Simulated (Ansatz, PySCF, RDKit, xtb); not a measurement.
# AlSiH3F2: a search for the lowest isomer

Given the formula AlSiH3F2 and nothing else, which arrangement of the atoms is the most stable in the gas at 298.15 K, and what are its properties?

The funnel: GFN2-xTB relaxations, single points with a density functional, relaxations at B3LYP-D3(BJ)/def2-SVP, harmonic vibrations, and a last energy at a higher level. All values are calculated.

7 further runs of the same task are left out: 7 set aside as unsound or not needed.

**1. Candidates**

All bonding patterns within simple valence rules are listed by program: one Lewis structure each, at most two rings and one unusual centre or charged pair. O–O, O–halogen and N–halogen bonds and N–N–N chains are not drawn. That gives 6 candidates.

```csv
label,SMILES,spin
c162,F[SiH](F)[AlH2],singlet
c310,[F][AlH][SiH2]F,singlet
c495,[F][AlH-]([F])[SiH2+],singlet
c756,F[Si+](F)[AlH3-],singlet
c836,[F][AlH2-][SiH+]F,singlet
c953,[F][Al]([F])[SiH3],singlet
```

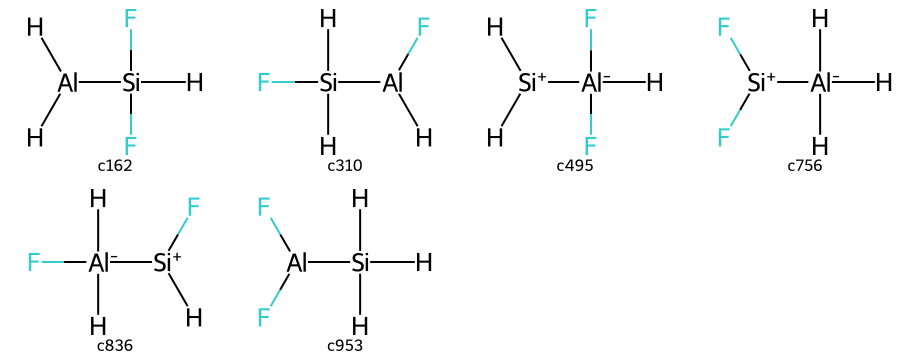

Structural formulas of the candidates.

Candidates are built by distance geometry, with a force field where one applies, in up to four conformers (letters a to d). 16 starts with atoms placed at random are added, to find patterns that the rules miss.

**Question.** With final energies at CCSD(T)/def2-TZVP, which structure will this search put lowest in free energy, and by what margin?

| quantity | value |
| --- | --- |
| lowest structure found | [F][Al]([F])[SiH3], singlet, Cs |
| next finalist | [F][AlH][SiH2]F, singlet, 20.8 kcal/mol higher in G |
| share at equilibrium, among the finalists | 100.0 % |
| harmonic wavenumbers, lowest and highest (B3LYP-D3(BJ)/def2-SVP) | 11 and 2231 cm⁻¹ |
| rotational constants, same geometry | 0.2068, 0.08255, 0.06024 cm⁻¹ |
| dipole moment (PBE0/def2-TZVPD) | 2.08 D |
| HOMO energy (PBE0/def2-TZVPD) | -8.77 eV |
| LUMO energy (PBE0/def2-TZVPD) | -1.58 eV |
| HOMO–LUMO gap (PBE0/def2-TZVPD) | 7.19 eV |
| lowest excitation (TD-PBE0/def2-SVPD) | 6.23 eV (f = 0.088) |
| strongest of the states computed, same level | 6.93 eV (f = 0.322) |
| lowest triplet excitation, same level, Tamm-Dancoff | 4.87 eV |
| vertical ionisation energy | 10.95 eV |
| vertical electron affinity | -0.02 eV (unbound: the value depends on the basis) |
| vertical triplet less singlet | +4.79 eV |

The lowest structure found is `[F][Al]([F])[SiH3]`. Among the finalists first place is clear (20.8 kcal/mol); structures outside the list aren't covered. GFN2-xTB, HF/STO-3G, r2SCAN-D4/def2-SVP, B3LYP-D3(BJ)/def2-SVP, HF/def2-TZVP and MP2/def2-TZVP already put its bonding pattern lowest among the structures in one piece. 2 minima inside the window were never screened. Lowest found is not proven lowest: the search is finite, and each finalist counts with one conformer. Patterns outside the rules of the enumeration were met only by chance.
